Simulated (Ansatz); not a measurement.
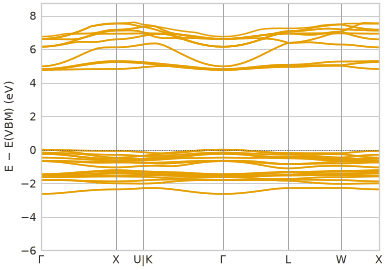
Figure: Band structure from r²SCAN with spin–orbit coupling in the plane-wave PAW code Ansatz

### Question
Read off the gap and where the band edges lie.

### Answer
About 4.8 eV (4.76 eV by a search for the band edges); maximum at Γ, minimum at Γ.

The material is Cs$_{2}$KYBr$_{6}$ in space group Fm-3m (No. 225; K on 4b, Cs on 8c, Y on 4a, Br on 24e).

The workflow started from a Materials Project entry (that database holds measured and hypothetical structures alike); the Crystallography Open Database copy checked does not list it. Its standing as an ambient phase is unchecked. The r²SCAN relaxation kept the symmetry of its start; whether a distortion lowers the energy is not shown. No spin polarisation was allowed.

Potentials: the later of the program's two PAW sets.
